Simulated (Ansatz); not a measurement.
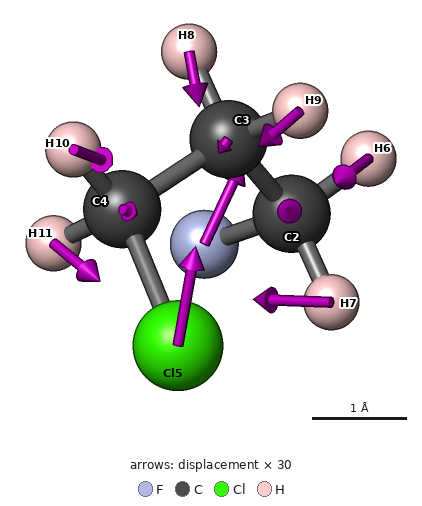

A relaxation of C3H6ClF. The starting structure is drawn; purple arrows show the displacements, magnified 30 times. The two geometries are superimposed by the best rigid fit.

A ball-and-stick model, seen from a free direction.

The start comes from PBE-D4/def2-SVP.

These are results of RKS PBE0-D4/def2-TZVP (Ansatz 0.2.0), not measurements. Set-up: force threshold 0.005 eV/Å; at most 150 steps.

Question: What happened in the run?

Answer: The atom that moves furthest after the best rigid fit is the Cl atom (0.037 Å). Largest moves by element: Cl 0.037 Å, H 0.033 Å, F 0.033 Å, C 0.012 Å. Some distances before and after: C–Cl 1.811 → 1.788 Å, C–H 1.113 → 1.093 Å, C–C 1.522 → 1.512 Å, C–F 1.392 → 1.386 Å. After 4 geometry steps the energy has fallen by 0.047 eV. Largest force component: 0.62 eV/Å at the start, 0.0045 eV/Å at the end.
